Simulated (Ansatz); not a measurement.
The calculation's input:

```
basis:
  gaussian: {orbitals: def2-TZVPD}
crystal:
  periodic: [false, false, false]
  atoms:
    - {symbol: B, position_ang: [0.915334, -0.478035, -1.137116]}
    - {symbol: Si, position_ang: [-0.071569, 1.046591, -0.607303]}
    - {symbol: H, position_ang: [1.230452, -1.277544, -0.291392]}
    - {symbol: H, position_ang: [1.564670, 0.721934, -0.794532]}
    - {symbol: H, position_ang: [-0.303464, 2.219438, -1.503050]}
    - {symbol: H, position_ang: [-0.182573, 1.492426, 0.814182]}
    - {symbol: H, position_ang: [1.124964, -0.643335, -2.312911]}
magnetization: {spin_polarized: false}
hamiltonian: {xc: {name: PBE0}}
output: {forces: true, orbitals: {seedname: orbitals}}
```

Launched as:

```sh
ansatz run input.yaml --threads 1 --pin off --max-ram 2610MiB --events-out events.jsonl --progress --plain --runs-dir runs
```

Geometry: PBE0-D3(BJ)/def2-SVP.

Computed with Ansatz, isolated molecule in a Gaussian basis; Kohn-Sham density functional theory, functional PBE0.

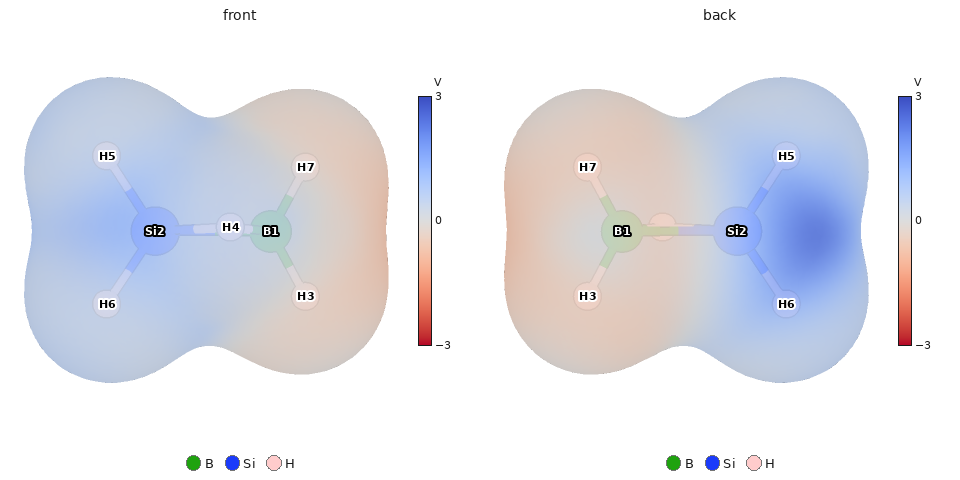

BH5Si. The molecular electrostatic potential painted on the density surface at 0.002 e/bohr³, seen from the front and from behind; red is negative and blue positive.

Q: Where is the surface potential most negative and most positive?

A: The most negative region (about −0.6 V, or −14 kcal/mol for a unit charge) lies over H7, the most positive (about +2.2 V, or +51 kcal/mol for a unit charge) over Si2.
